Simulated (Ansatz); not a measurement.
# Pressure series in In2Ge2O7

Take In₂Ge₂O₇ (space group C2/m, No. 12; a = 6.654 Å, b = 8.868 Å, c = 4.960 Å, α = γ = 90.00°, β = 102.09°) as the base.

Cell and atoms are relaxed at each pressure.

Calculations: PBEsol (Ansatz, a quantum-chemistry and plane-wave program), without spin-orbit coupling.

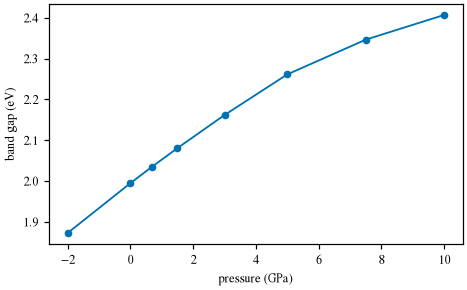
Band gap against pressure

### Question
From the plot, what is the band gap for pressure 10 GPa?

### Answer
About 2.41 eV.

### Question
Is the trend monotonic over the range shown?

### Answer
Yes, it rises throughout, spanning 1.87 eV to 2.41 eV.

Load acts through the strain it causes; cell and atoms are relaxed under it. No phonon test of stability was made. No other phases were tried under pressure.
